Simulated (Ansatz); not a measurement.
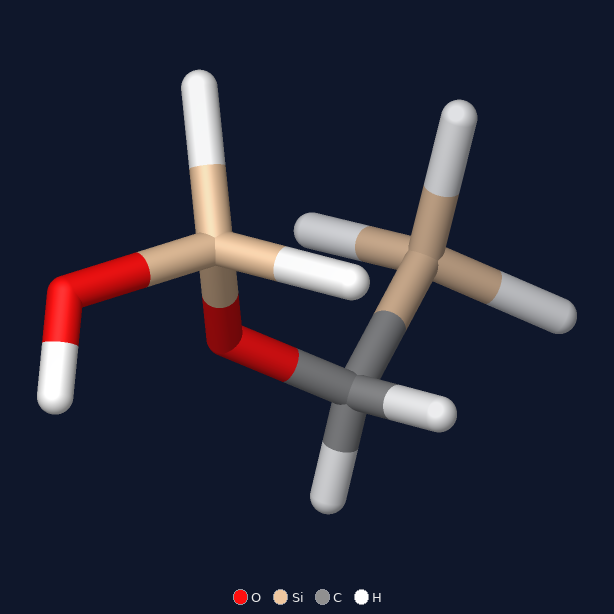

The geometry was computed by an optimisation with PBE-D4/def2-SVP. No frequency run is at hand to confirm it as a minimum. Level of theory: RKS PBE-D4/def2-SVP (Ansatz 0.2.0).

Predict the main results.

The species is CH₈O₂Si₂ (`O[SiH2]OC[SiH3]`).
- dipole moment: 2.05 D
- dispersion correction: −26.4 kJ/mol
